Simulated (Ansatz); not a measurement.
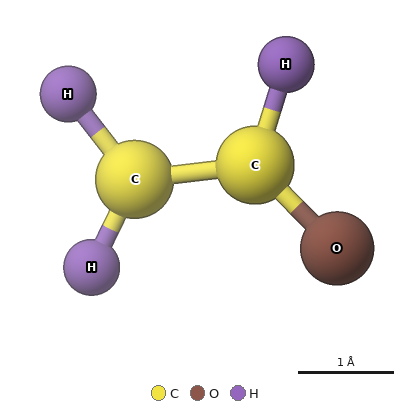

Starting structure of C2H3O (multiplicity 2) (coarse preliminary run). Style: ball-and-stick. Shown face on.

The start comes from a force field.

Method: Ansatz, UKS PBE-D4/def2-SVP.

Input file:
```yaml
crystal:
  periodic: [false, false, false]
  atoms:
    - {symbol: C, position_ang: [-0.486100, 0.020400, -0.436700]}
    - {symbol: C, position_ang: [0.479100, -0.089300, 0.409600]}
    - {symbol: O, position_ang: [0.996300, -1.123600, 0.842200]}
    - {symbol: H, position_ang: [-0.947000, -0.794100, -0.878200]}
    - {symbol: H, position_ang: [-0.884100, 1.041700, -0.747700]}
    - {symbol: H, position_ang: [0.883900, 0.880900, 0.764500]}
basis:
  gaussian: {orbitals: def2-SVP}
magnetization: {spin_polarized: true, initial_magnetization: 1}
hamiltonian: {xc: pbe, dispersion: d4}
relax: {f_tol: 0.03, max_steps: 200}
```

Q: What does the optimiser find from here?

A: Over 4 accepted moves (5 points after the start) the energy falls by 14.6 kcal/mol. The largest force component goes from 5 to 0.02 eV/Å. The line search rejected the trial step at point 4 of the run. The atom that moves furthest after the best rigid fit is H6 (0.11 Å). By element the largest moves are H 0.11 Å, C 0.08 Å, O 0.03 Å. Some distances before and after: C1–C2 1.288 → 1.436 Å, C1–H4 1.035 → 1.102 Å, C1–H5 1.139 → 1.101 Å, C2–H6 1.110 → 1.129 Å. Bond angles that change, for instance: C1–C2–O3 128.0° → 123.5°, C2–C1–H4 123.2° → 119.0°, H4–C1–H5 115.7° → 119.8°.

History of the run:

| step | E − E(0), kcal/mol | largest force component, eV/Å | note |
| --- | --- | --- | --- |
| 0 | 0.00 | 5.0200 |  |
| 1 | -12.65 | 1.7890 |  |
| 2 | -13.82 | 1.2410 |  |
| 3 | -14.63 | 0.1216 |  |
| 4 | -14.63 | 0.0883 | rejected |
| 5 | -14.64 | 0.0198 |  |

The structure at the end:

```xyz
6

C    -0.5405    0.0570   -0.4853
C     0.5378   -0.0638    0.4556
O     0.9989   -1.1503    0.8330
H    -0.9906   -0.8581   -0.9021
H    -0.9214    1.0429   -0.7941
H     0.9579    0.9083    0.8466
```

After the run, drawn alike:

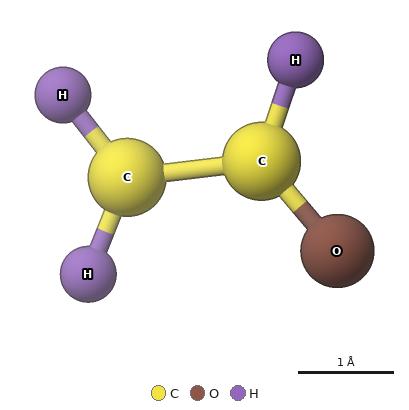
